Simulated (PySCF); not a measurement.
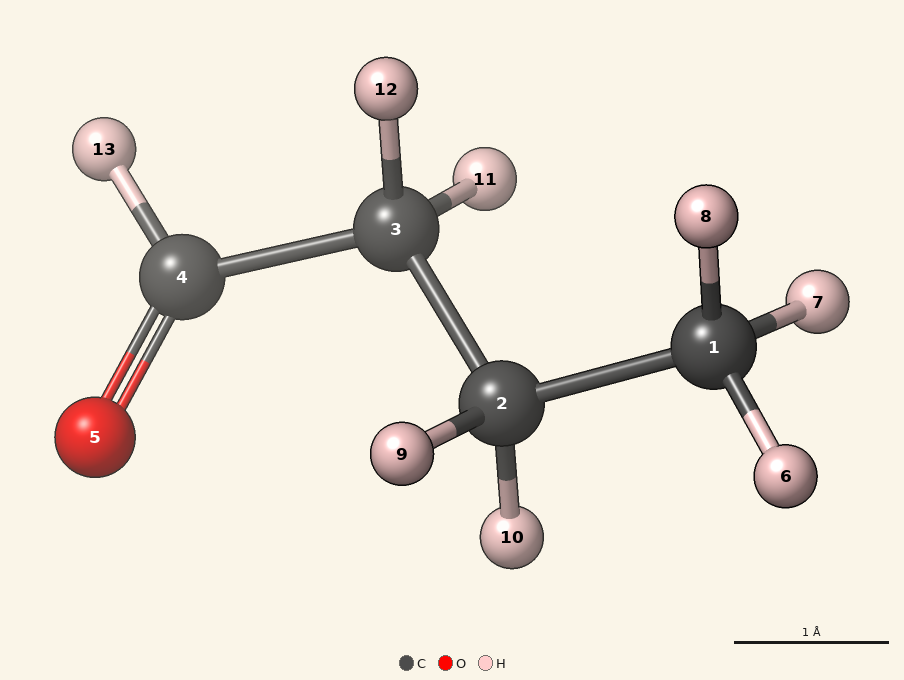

Orthographic view. Atoms fade into the background with distance from the viewer. The computed structure is the end point of a PBE0-D3(BJ)/def2-SVP optimisation. No frequency run is at hand to confirm it as a minimum.

Write a MOL file (V2000) with the atoms in numerical order, bonds sorted by atom number with the orders drawn, and coordinates in the frame of the picture: x right, y up, z towards the viewer, origin at the mean position.

```
C4H8O
                    3D

 13 12  0  0  0  0  0  0  0  0999 V2000
    1.6000   -0.2100    0.8100 C   0  0  0  0  0  0  0  0  0  0  0  0
    0.2200   -0.5800    0.2900 C   0  0  0  0  0  0  0  0  0  0  0  0
   -0.4700    0.5600   -0.4400 C   0  0  0  0  0  0  0  0  0  0  0  0
   -1.8600    0.2500   -0.9100 C   0  0  0  0  0  0  0  0  0  0  0  0
   -2.4300   -0.8000   -0.7200 O   0  0  0  0  0  0  0  0  0  0  0  0
    2.0600   -1.0500    1.3400 H   0  0  0  0  0  0  0  0  0  0  0  0
    2.2700    0.0900   -0.0100 H   0  0  0  0  0  0  0  0  0  0  0  0
    1.5500    0.6400    1.5100 H   0  0  0  0  0  0  0  0  0  0  0  0
   -0.4300   -0.9000    1.1200 H   0  0  0  0  0  0  0  0  0  0  0  0
    0.2800   -1.4400   -0.3800 H   0  0  0  0  0  0  0  0  0  0  0  0
    0.1100    0.8900   -1.3300 H   0  0  0  0  0  0  0  0  0  0  0  0
   -0.5300    1.4700    0.1800 H   0  0  0  0  0  0  0  0  0  0  0  0
   -2.3700    1.0800   -1.4700 H   0  0  0  0  0  0  0  0  0  0  0  0
  1  2  1  0
  1  6  1  0
  1  7  1  0
  1  8  1  0
  2  3  1  0
  2  9  1  0
  2 10  1  0
  3  4  1  0
  3 11  1  0
  3 12  1  0
  4  5  2  0
  4 13  1  0
M  END
```
